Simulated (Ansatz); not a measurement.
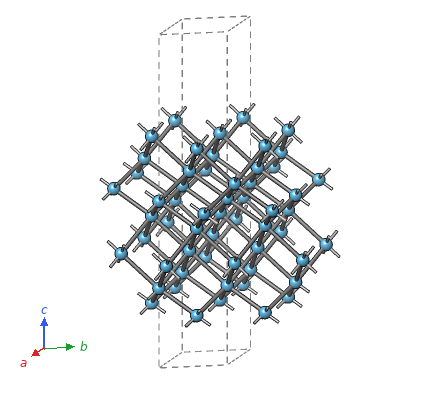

The picture shows a finite piece of the underlying net of a crystal structure, nodes on the atoms' positions. Nodes are coloured by topological kind. Edges to nodes outside the piece are drawn as stubs.

Q: Describe the net.

A: A uninodal 6-connected, three-periodic net. It is the pcu net, known from NaCl, ReO3 and the B-X framework of perovskite.

Q: Give point symbol and coordination sequence.

A: 4^12.6^3, sequence 6, 18, 38, 66.

Where the net comes from. The compound is Mg₂SO (space group R-3m, No. 166), taken as the end point of a relaxation with Ansatz 0.2.0, DFT PBE, scalar-relativistic, plane waves, PAW; the starting structure was generated, so it need not be a known form of this composition. Bonds are taken as Mg–O below 2.6 Å and Mg–S below 2.8 Å. The graph is simplified in the usual way: terminal and isolated atoms are pruned, two-connected atoms become edges. Mg, S and O are 6-connected nodes.
